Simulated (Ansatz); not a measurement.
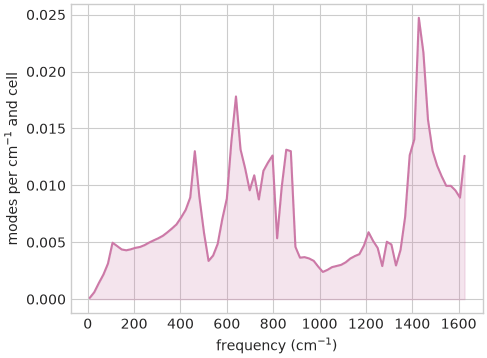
Fig. 1. Phonon density of states of C (P6_3/mmc, relaxed from the graphite type); finite displacements on a 8×8×2 mesh, LDA in Ansatz (an electronic-structure program), k mesh 16×16×4, fermi-dirac smearing of 0.03 eV

The cell was generated from a structure type, relaxed within its symmetry, and need not be the phase found at ambient conditions. At this level the gap is small or closed, and a narrow smearing was used. Dynamical quadrupoles are not included in the interpolation of the phonons between the solved wave vectors.

Problem. Where is the tallest peak, and is there a gap in the spectrum?

Solution. The tallest peak lies near 1400 cm⁻¹. No clear gap shows at this resolution.

The PAW data sets were generated under PBE and serve the other functionals too.
